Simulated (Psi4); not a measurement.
**wB97X-V/6-311+G(d,p) run of Si2H4O (SMILES [SiH]O[SiH3])**

Aim: the vertical ionisation energy of Si2H4O at wB97X-V/6-311+G**, from 2 runs. 

The results are computed with Psi4 1.11.

2 further runs of the same task are left out: 2 set aside as unsound or not needed.

**1. Starting point**

Si2H4O has 7 atoms, charge 0, and is taken as a singlet. As SMILES, `[SiH]O[SiH3]`. Geometry: relaxed at PBE0-D4/def2-TZVP. This is one conformer, not always the lowest.

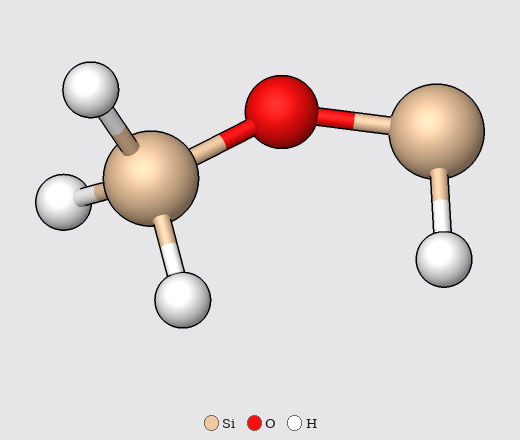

The structure, seen from a chosen angle (silicon light orange, oxygen red, hydrogen white).

**2. The energy at wB97X-V/6-311+G(d,p)**

h4osi2_ase.py

```python
import numpy as np
from ase.calculators.psi4 import Psi4
from ase import Atoms

atoms = Atoms(['Si', 'O', 'Si', 'H', 'H', 'H', 'H'], positions=[
    [-1.691900, -1.472900, -0.230200],
    [-0.369000, -0.805400, 0.485100],
    [0.731600, 0.414800, 0.316400],
    [-1.779300, -0.509900, -1.440500],
    [0.446600, 1.182300, -0.923400],
    [0.635100, 1.303800, 1.499700],
    [2.088200, -0.180800, 0.247100],
])
calc = Psi4(atoms=atoms, method='wb97x-v', basis='6-311+G**', memory='1600MB', num_threads=1, charge=0, multiplicity=1, label='psi4-calc')
calc.psi4.set_options({'puream': True, 'e_convergence': 1e-09, 'd_convergence': 1e-08, 'scf_type': 'pk', 'dft_radial_points': 99, 'dft_spherical_points': 590})
atoms.calc = calc

print(f'energy: {atoms.get_potential_energy():.6f} eV')
```

Launch:

```bash
$ python h4osi2_ase.py
```

psi4-calc.dat:

```text
[...]
  Running in c1 symmetry.
[...]
  Nuclear repulsion =  140.853091692356998
[...]
  Multiplicity = 1
[...]
  Nalpha       = 20
  Nbeta        = 20
[...]
    Number of basis functions: 106
[...]
   @RKS iter   1:  -656.39009404804335   -6.65920e-01   6.48273e-03 ADIIS/DIIS
[...]
   @RKS iter  11:  -656.54117589146756   -1.52340e-11   6.13206e-09 DIIS
[...]
    Orbital Energies [Eh]
    ---------------------
    Doubly Occupied:
       1A    -66.160721     2A    -66.155565     3A    -19.227120
       4A     -5.413913     5A     -5.413242     6A     -3.768535
       7A     -3.765454     8A     -3.763630     9A     -3.762266
      10A     -3.762264    11A     -3.758122    12A     -1.140995
      13A     -0.714144    14A     -0.611518    15A     -0.537949
      16A     -0.522285    17A     -0.490342    18A     -0.435456
      19A     -0.433615    20A     -0.325014
[...]
  @RKS Final Energy:  -656.54117589146756
   => Energetics <=
    Nuclear Repulsion Energy =            140.8530916923569976
    One-Electron Energy =               -1188.5330759983057760
    Two-Electron Energy =                 429.2639729263336221
    DFT Exchange-Correlation Energy =     -38.2900461994406527
    Empirical Dispersion Energy =           0.0000000000000000
    VV10 Nonlocal Energy =                  0.1648816875883922
    Total Energy =                       -656.5411758914675602
[...]
 Multipole Moments:
 ------------------------------------------------------------------------------------
     Multipole            Electronic (a.u.)      Nuclear  (a.u.)        Total (a.u.)
 ------------------------------------------------------------------------------------
 L = 1.  Multiply by 2.5417464519 to convert [e a0] to [Debye]
 Dipole X            :         -2.6502768            2.8489841            0.1987073
 Dipole Y            :         -3.3435013            3.6895726            0.3460713
 Dipole Z            :          0.8759220           -1.0516528           -0.1757307
 Magnitude           :                                                    0.4360404
[...]
```

Standard output:

```text
energy: -17865.395378 eV
```

It took 81 s on 1 thread of Intel Xeon 6975P-C (Granite Rapids), shared host; peak memory 0.76 GiB.

**3. The doublet cation, same level**

calc.py

```python
import psi4

psi4.set_memory('1600 MB')
psi4.set_num_threads(1)
psi4.core.set_output_file('run.log', False)

geom = psi4.geometry("""
1 2
Si    -1.691900    -1.472900    -0.230200
O     -0.369000    -0.805400     0.485100
Si     0.731600     0.414800     0.316400
H     -1.779300    -0.509900    -1.440500
H      0.446600     1.182300    -0.923400
H      0.635100     1.303800     1.499700
H      2.088200    -0.180800     0.247100
symmetry c1
""")

psi4.set_options({
    'basis': '6-311+G**',
    'reference': 'uks',
    'puream': True,
    'e_convergence': 1e-09,
    'd_convergence': 1e-08,
    'scf_type': 'pk',
    'dft_radial_points': 99,
    'dft_spherical_points': 590,
    'maxiter': 200,
})

result = psi4.energy("wb97x-v")
print('E =', round(result, 9))
```

Launch:

```bash
$ python calc.py
```

run.log:

```text
[...]
  Running in c1 symmetry.
[...]
  Nuclear repulsion =  140.853091692356998
[...]
  Multiplicity = 2
[...]
  Nalpha       = 20
  Nbeta        = 19
[...]
    Number of basis functions: 106
[...]
   @UKS iter   1:  -656.04828497403025   -3.24111e-01   6.24339e-03 DIIS/ADIIS
[...]
   @UKS iter  15:  -656.21151178092748   -3.63798e-12   2.63301e-09 DIIS
[...]
   @S^2 Observed:                7.579648882E-01
[...]
    Orbital Energies [Eh]
    ---------------------
    Alpha Occupied:
       1A    -66.483584     2A    -66.320920     3A    -19.466417
       4A     -5.732279     5A     -5.579430     6A     -4.086397
       7A     -4.082001     8A     -4.079480     9A     -3.933287
      10A     -3.927554    11A     -3.927162    12A     -1.374111
      13A     -0.943686    14A     -0.841644    15A     -0.747340
      16A     -0.736543    17A     -0.732069    18A     -0.634056
      19A     -0.605114    20A     -0.597863
    Alpha Virtual:
      21A     -0.256881    22A     -0.154222    23A     -0.094910
      24A     -0.082629    25A     -0.057529    26A     -0.055207
[...]
  @UKS Final Energy:  -656.21151178092748
   => Energetics <=
    Nuclear Repulsion Energy =            140.8530916923569976
    One-Electron Energy =               -1179.3502788357807276
    Two-Electron Energy =                 420.2745120654487891
    DFT Exchange-Correlation Energy =     -38.1508616745263396
    Empirical Dispersion Energy =           0.0000000000000000
    VV10 Nonlocal Energy =                  0.1620249715737682
    Total Energy =                       -656.2115117809274807
[...]
 Multipole Moments:
 ------------------------------------------------------------------------------------
     Multipole            Electronic (a.u.)      Nuclear  (a.u.)        Total (a.u.)
 ------------------------------------------------------------------------------------
 L = 1.  Multiply by 2.5417464519 to convert [e a0] to [Debye]
 Dipole X            :         -4.6033561            2.8489841           -1.7543720
 Dipole Y            :         -4.6753536            3.6895726           -0.9857810
 Dipole Z            :          0.2186446           -1.0516528           -0.8330082
 Magnitude           :                                                    2.1779550
[...]
```

Standard output:

```text
E = -656.211511781
```

Wall time 1.8 min (1 thread of Intel Xeon 6975P-C (Granite Rapids), shared host); peak memory 0.76 GiB.

**4. Summary of results**

At wB97X-V/6-311+G**:

| quantity | value |
| --- | --- |
| singlet Si2H4O: total energy | -656.54118 Eh |
| singlet Si2H4O: dipole moment | 1.11 D |
| singlet Si2H4O: HOMO energy | -8.84 eV |
| singlet Si2H4O: LUMO energy | -0.24 eV |
| singlet Si2H4O: HOMO–LUMO gap | 8.60 eV |
| doublet cation: total energy | -656.21151 Eh |
| doublet cation: HOMO energy (highest over α and β) | -16.26 eV |
| doublet cation: LUMO energy (lowest over α and β) | -9.15 eV |
| doublet cation: ⟨S²⟩ | 0.758 |
| vertical ionisation energy (to the doublet cation) | 8.971 eV |

The vertical ionisation energy comes to 8.97 eV (207 kcal/mol). The negative HOMO energy of the first species, 8.84 eV, lies 0.13 eV below that difference.
